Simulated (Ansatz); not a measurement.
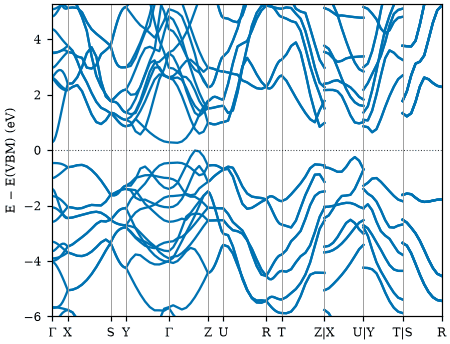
*Band structure from DFT-LDA in the program Ansatz with PAW potentials*

Read off the gap and where the band edges lie.

About 0.3 eV (0.26 eV by a search for the band edges); maximum on the Γ–Z line, 70 % of the way from Γ, minimum on the Γ–Z line, 20 % of the way from Γ.

The material is GeSe in space group Pnma (No. 62; Ge on 4c, Se on 4c).

Symmetry was held in the LDA relaxation. A crystal of weakly bound layers computed without a dispersion correction: the cell and the soft elastic constants depend strongly on that. Spin–orbit coupling is left out wherever it is not named.

Potentials: the earlier of the program's two PAW sets. The files were generated under PBE; for other functionals the program regenerates the frozen cores, and for LDA and PBEsol the local potential too.
